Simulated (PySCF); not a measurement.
# YbF3(NH3): forces at shaken geometries

How stiff is YbF3(NH3)? Its atoms are displaced at random by several amounts. The structure is generated, not taken from experiment.

The runs use PySCF 2.14.0; BP86, Yb lcecp-1-SVP with ECP59, F def2-SVP, N def2-SVP, H def2-SVP; scalar-relativistic core potentials, no spin–orbit coupling.

2 further runs of the same task are left out: 2 for a known fault of the program.

**1. Where the work starts**

8 atoms, charge 0, spin multiplicity 1.

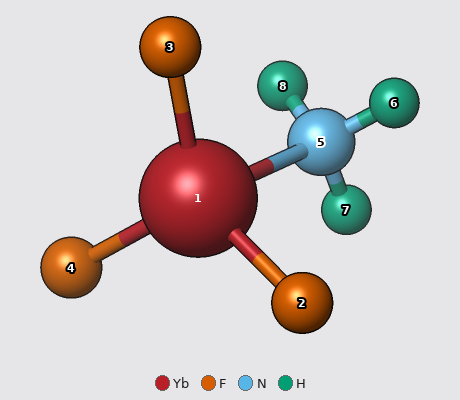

The geometry (ytterbium red, fluorine orange, nitrogen blue, hydrogen teal); atoms are numbered from 1 in the order of the file.

Coordinates:

```mol
F3H3NYb
  3D, bonds by distance, orders not assigned

  8  7  0  0  0  0  0  0  0  0999 V2000
    0.0816   -0.0816    0.0816 Yb  0  0
    1.0801    1.3307    1.0801 F   0  0
   -1.3307   -1.0801    1.0801 F   0  0
    1.0801   -1.0801   -1.3307 F   0  0
   -1.3331    1.3331   -1.3331 N   0  0
   -1.9505    1.9505   -0.7828 H   0  0
   -0.7828    1.9505   -1.9505 H   0  0
   -1.9505    0.7828   -1.9505 H   0  0
  1  2  8  0
  1  3  8  0
  1  4  8  0
  1  5  8  0
  5  6  8  0
  5  7  8  0
  5  8  8  0
M  END
```

Formal oxidation states: Yb +3. Each metal's 13 4f electrons lie in its core potential, so multiplicities, spins and levels count the valence alone. An earlier session relaxed this geometry at BP86, Yb lcecp-1-SVP with ECP59, F def2-SVP, N def2-SVP, H def2-SVP (singlet, point group C3v).

Its energy there is -395.581042 Eh.

**2. Atoms moved at random, σ = 0.06 Å**

Input file run.py (the lines that set the calculation):

```python
mol = gto.M(atom='''
Yb     0.02636    -0.00753     0.11858
F      1.11893     1.31816     1.11813
F     -1.33213    -1.17467     1.05587
F      1.06868    -0.97299    -1.40252
N     -1.30588     1.28991    -1.32711
H     -1.95396     1.97985    -0.85011
H     -0.74854     1.95954    -1.94592
H     -1.97935     0.71360    -1.87280''',
    basis={'Yb': 'lcecp-1-SVP', 'F': 'def2-SVP', 'N': 'def2-SVP', 'H': 'def2-SVP'},
    ecp={'Yb': 'lcecp-1-SVP'},
    charge=0, spin=0)
mf = dft.RKS(mol, xc='B88,P86')
mf.grids.atom_grid = (50, 194)  # f atoms: unpruned, at least (60, 302)
mf = mf.density_fit()  # fitting sets: Yb AutoAux, F def2-universal-JKFIT, N def2-universal-JKFIT, H def2-universal-JKFIT
mf.conv_tol = 1e-08; mf.max_cycle = 55
mf.kernel(dm0)  # dm0: the density of the relaxed state
```

Run with:

```console
> OMP_NUM_THREADS=2 python run.py
```

Standard output:

```text
init E= -395.520486311427
  HOMO = -0.296040809955524  LUMO = -0.0817716319165775  gap/eV = 5.83056
cycle= 1 E= -395.572123279241  delta_E= -0.0516  |g|= 0.0702  |ddm|= 0.316
  HOMO = -0.259527592889713  LUMO = -0.0580344860668944  gap/eV = 5.48291
cycle= 2 E= -395.569468778977  delta_E= 0.00265  |g|= 0.138  |ddm|= 0.159
  HOMO = -0.271588499180914  LUMO = -0.0611771236853151  gap/eV = 5.72559
cycle= 3 E= -395.573164446505  delta_E= -0.0037  |g|= 0.0193  |ddm|= 0.103
  HOMO = -0.269670757978626  LUMO = -0.062117633744176  gap/eV = 5.64781
cycle= 4 E= -395.573207976976  delta_E= -4.35e-05  |g|= 0.0117  |ddm|= 0.021
  HOMO = -0.270848248303728  LUMO = -0.062051180426586  gap/eV = 5.68166
cycle= 5 E= -395.573233533316  delta_E= -2.56e-05  |g|= 0.00116  |ddm|= 0.00833
  HOMO = -0.270873139227803  LUMO = -0.0621037213493416  gap/eV = 5.68091
cycle= 6 E= -395.573233759109  delta_E= -2.26e-07  |g|= 0.000639  |ddm|= 0.00115
  HOMO = -0.2709250400627  LUMO = -0.0621115747040974  gap/eV = 5.68210
cycle= 7 E= -395.573233829037  delta_E= -6.99e-08  |g|= 0.0001  |ddm|= 0.000478
  HOMO = -0.270929760674534  LUMO = -0.0621179975177704  gap/eV = 5.68206
cycle= 8 E= -395.573233831073  delta_E= -2.04e-09  |g|= 1.39e-05  |ddm|= 9.39e-05
  HOMO = -0.27093286407042  LUMO = -0.06211894673255  gap/eV = 5.68212
Extra cycle  E= -395.573233830947  delta_E= 1.26e-10  |g|= 2.99e-05  |ddm|= 3.11e-05
converged SCF energy = -395.573233830947
```

Run time: 4.8 s. Hardware: 2 threads of Arm Neoverse V1, shared host.

It gives: E = -395.573234 Eh (+0.212 eV from the relaxed state), HOMO -7.37 eV, LUMO -1.69 eV, Mulliken charge on Yb1 +0.93 e, largest force component 2.063 eV/Å. 

| atom | Fx | Fy | Fz (eV/Å) |
| --- | --- | --- | --- |
| Yb1 | 0.883 | -1.582 | -0.660 |
| F2 | -0.046 | 0.145 | 0.100 |
| F3 | 0.257 | 0.391 | -0.166 |
| F4 | -0.720 | 0.689 | 1.014 |
| N5 | -0.801 | 2.063 | -0.158 |
| H6 | 0.537 | -0.669 | -0.087 |
| H7 | -0.662 | -1.241 | 0.273 |
| H8 | 0.552 | 0.205 | -0.317 |

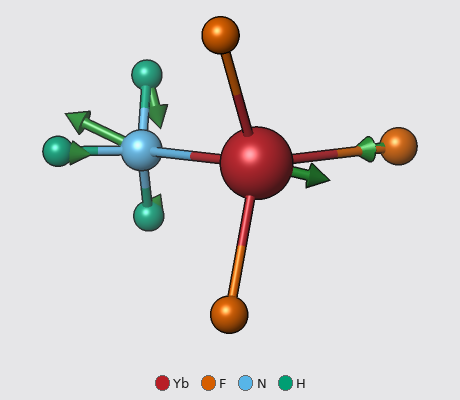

Forces as arrows, the longest for the largest force.

**3. Atoms moved at random, σ = 0.15 Å**

Input file run.py (the lines that set the calculation):

```python
mol = gto.M(atom='''
Yb    -0.01229    -0.27317     0.20714
F      1.31905     1.51415     1.16708
F     -1.15462    -1.09949     0.96259
F      1.11624    -0.97510    -1.20028
N     -1.46607     1.48607    -1.28808
H     -2.09816     1.73202    -0.96508
H     -1.00629     1.83849    -1.95182
H     -1.80375     0.88292    -2.03744''',
    basis={'Yb': 'lcecp-1-SVP', 'F': 'def2-SVP', 'N': 'def2-SVP', 'H': 'def2-SVP'},
    ecp={'Yb': 'lcecp-1-SVP'},
    charge=0, spin=0)
mf = dft.RKS(mol, xc='B88,P86')
mf.grids.atom_grid = (50, 194)  # f atoms: unpruned, at least (60, 302)
mf = mf.density_fit()  # fitting sets: Yb AutoAux, F def2-universal-JKFIT, N def2-universal-JKFIT, H def2-universal-JKFIT
mf.conv_tol = 1e-08; mf.max_cycle = 55
mf.kernel(dm0)  # dm0: the density of the relaxed state
```

Run with:

```console
> OMP_NUM_THREADS=2 python run.py
```

Standard output:

```text
init E= -395.490293676587
  HOMO = -0.302980253366359  LUMO = -0.0853340009431918  gap/eV = 5.92246
cycle= 1 E= -395.227645374863  delta_E= 0.263  |g|= 0.37  |ddm|= 1.19
  HOMO = -0.0787463882284359  LUMO = -0.0553350303253247  gap/eV = 0.63706
cycle= 2 E= -394.744461033141  delta_E= 0.483  |g|= 1.62  |ddm|= 1.62
  HOMO = -0.197668774445557  LUMO = -0.0559769469569176  gap/eV = 3.85563
cycle= 3 E= -395.251917102553  delta_E= -0.507  |g|= 0.208  |ddm|= 1.33
  HOMO = -0.188159702520606  LUMO = -0.0613527628370854  gap/eV = 3.45059
cycle= 4 E= -395.258749734096  delta_E= -0.00683  |g|= 0.118  |ddm|= 0.252
  HOMO = -0.194895054682625  LUMO = -0.0632195675453175  gap/eV = 3.58307
cycle= 5 E= -395.260847544263  delta_E= -0.0021  |g|= 0.03  |ddm|= 0.0646
  HOMO = -0.196248159401736  LUMO = -0.0626746290319744  gap/eV = 3.63472
cycle= 6 E= -395.261001482226  delta_E= -0.000154  |g|= 0.0109  |ddm|= 0.0194
  HOMO = -0.197142913656334  LUMO = -0.0626115984780746  gap/eV = 3.66078
cycle= 7 E= -395.261022797807  delta_E= -2.13e-05  |g|= 0.00507  |ddm|= 0.0085
  HOMO = -0.197880652830489  LUMO = -0.0625573134016335  gap/eV = 3.68234
cycle= 8 E= -395.261027983586  delta_E= -5.19e-06  |g|= 0.00146  |ddm|= 0.00511
  HOMO = -0.197985788009919  LUMO = -0.0625657066641701  gap/eV = 3.68497
cycle= 9 E= -395.261028387351  delta_E= -4.04e-07  |g|= 0.000298  |ddm|= 0.00128
  HOMO = -0.197958946327306  LUMO = -0.0625776556273969  gap/eV = 3.68391
cycle= 10 E= -395.261028407036  delta_E= -1.97e-08  |g|= 6.08e-05  |ddm|= 0.000266
  HOMO = -0.197949323999636  LUMO = -0.0625765959665294  gap/eV = 3.68368
cycle= 11 E= -395.26102840785  delta_E= -8.14e-10  |g|= 4.48e-06  |ddm|= 5.99e-05
  HOMO = -0.197949561882954  LUMO = -0.0625769167197774  gap/eV = 3.68368
Extra cycle  E= -395.261028407849  delta_E= 1.59e-12  |g|= 5.48e-06  |ddm|= 7.72e-06
converged SCF energy = -395.261028407849
```

Run time: 5.5 s. Hardware: 2 threads of Arm Neoverse V1, shared host.

Read off: E = -395.261028 Eh (+8.708 eV from the relaxed state), HOMO -5.39 eV, LUMO -1.70 eV, Mulliken charge on Yb1 +0.76 e, largest force component 25.139 eV/Å. 

| atom | Fx | Fy | Fz (eV/Å) |
| --- | --- | --- | --- |
| Yb1 | 15.452 | 14.886 | -7.572 |
| F2 | -1.838 | -2.284 | -0.915 |
| F3 | -14.383 | -10.784 | 9.408 |
| F4 | 0.512 | -1.198 | -1.249 |
| N5 | 20.779 | -16.884 | -6.994 |
| H6 | -25.139 | 11.595 | 12.996 |
| H7 | 5.867 | 6.641 | -5.847 |
| H8 | -1.250 | -1.971 | 0.173 |

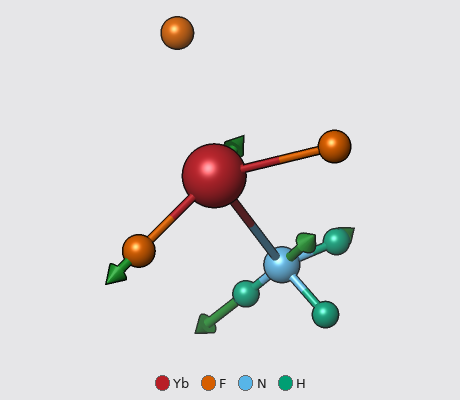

Forces as arrows, the longest for the largest force.

**4. Atoms moved at random, σ = 0.03 Å**

Input file run.py (the lines that set the calculation):

```python
mol = gto.M(atom='''
Yb     0.09738    -0.03946     0.07352
F      1.08114     1.30855     1.12403
F     -1.31540    -1.08985     1.03185
F      1.08725    -1.06163    -1.28518
N     -1.32355     1.27903    -1.38469
H     -1.98467     1.95569    -0.77733
H     -0.78956     1.92998    -1.93189
H     -1.95847     0.82357    -1.95619''',
    basis={'Yb': 'lcecp-1-SVP', 'F': 'def2-SVP', 'N': 'def2-SVP', 'H': 'def2-SVP'},
    ecp={'Yb': 'lcecp-1-SVP'},
    charge=0, spin=0)
mf = dft.RKS(mol, xc='B88,P86')
mf.grids.atom_grid = (50, 194)  # f atoms: unpruned, at least (60, 302)
mf = mf.density_fit()  # fitting sets: Yb AutoAux, F def2-universal-JKFIT, N def2-universal-JKFIT, H def2-universal-JKFIT
mf.conv_tol = 1e-08; mf.max_cycle = 55
mf.kernel(dm0)  # dm0: the density of the relaxed state
```

Run with:

```console
> OMP_NUM_THREADS=2 python run.py
```

Standard output:

```text
init E= -395.578517817268
  HOMO = -0.281620359638494  LUMO = -0.0605278145558401  gap/eV = 6.01623
cycle= 1 E= -395.569327731611  delta_E= 0.00919  |g|= 0.0525  |ddm|= 0.196
  HOMO = -0.277725946608314  LUMO = -0.0552810525788843  gap/eV = 6.05303
cycle= 2 E= -395.569051912391  delta_E= 0.000276  |g|= 0.0687  |ddm|= 0.105
  HOMO = -0.280611350122026  LUMO = -0.0568899925633808  gap/eV = 6.08777
cycle= 3 E= -395.569866405745  delta_E= -0.000814  |g|= 0.0302  |ddm|= 0.0666
  HOMO = -0.280284589465284  LUMO = -0.0573049244285997  gap/eV = 6.06759
cycle= 4 E= -395.570025737992  delta_E= -0.000159  |g|= 0.00167  |ddm|= 0.0201
  HOMO = -0.280426340858669  LUMO = -0.0572798763519309  gap/eV = 6.07212
cycle= 5 E= -395.57002587531  delta_E= -1.37e-07  |g|= 0.000952  |ddm|= 0.00172
  HOMO = -0.280346012769778  LUMO = -0.0573048591855958  gap/eV = 6.06926
cycle= 6 E= -395.570026155078  delta_E= -2.8e-07  |g|= 0.000238  |ddm|= 0.000783
  HOMO = -0.280372331743296  LUMO = -0.0573059594756202  gap/eV = 6.06995
cycle= 7 E= -395.57002605013  delta_E= 1.05e-07  |g|= 0.000107  |ddm|= 0.000237
  HOMO = -0.280364913995736  LUMO = -0.0573037142730257  gap/eV = 6.06980
cycle= 8 E= -395.570026052317  delta_E= -2.19e-09  |g|= 1.59e-05  |ddm|= 8.27e-05
  HOMO = -0.280365498005293  LUMO = -0.0573044729367176  gap/eV = 6.06980
Extra cycle  E= -395.570026052196  delta_E= 1.21e-10  |g|= 3e-05  |ddm|= 3.34e-05
converged SCF energy = -395.570026052196
```

Wall time 4.8 s (2 threads of Arm Neoverse V1, shared host).

Result: E = -395.570026 Eh (+0.300 eV from the relaxed state), HOMO -7.63 eV, LUMO -1.56 eV, Mulliken charge on Yb1 +0.91 e, largest force component 4.247 eV/Å. 

| atom | Fx | Fy | Fz (eV/Å) |
| --- | --- | --- | --- |
| Yb1 | -0.676 | -0.449 | 0.245 |
| F2 | 0.283 | 0.446 | 0.270 |
| F3 | 0.077 | 0.082 | -0.036 |
| F4 | 0.362 | -0.273 | -0.418 |
| N5 | -0.440 | 2.815 | 4.247 |
| H6 | 1.637 | -1.660 | -1.314 |
| H7 | 0.640 | 0.680 | -0.920 |
| H8 | -1.882 | -1.642 | -2.074 |

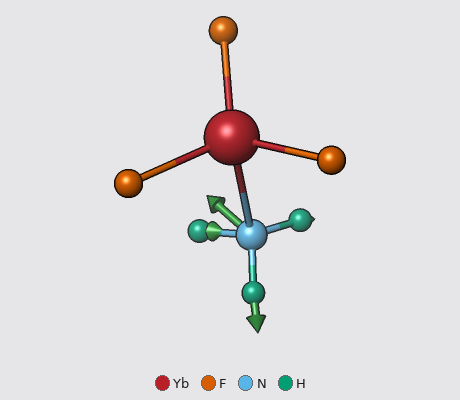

Forces as arrows, the longest for the largest force.

**5. Results**

| σ (Å) | energy rise (eV) | harmonic estimate −½ F·u (eV) | largest force component (eV/Å) |
| --- | --- | --- | --- |
| 0.06 | 0.212 | 0.215 | 2.06 |
| 0.15 | 8.708 | 9.593 | 25.14 |
| 0.03 | 0.300 | 0.286 | 4.25 |

Every displacement raises the energy. For a harmonic well the rise equals −½ F·u; the two differ by at most 10 % here (a move with σ = 0.15 Å), from anharmonicity, the grid and the small forces left at the relaxed point. The bases are small and lack diffuse functions. Spin–orbit coupling is left out.
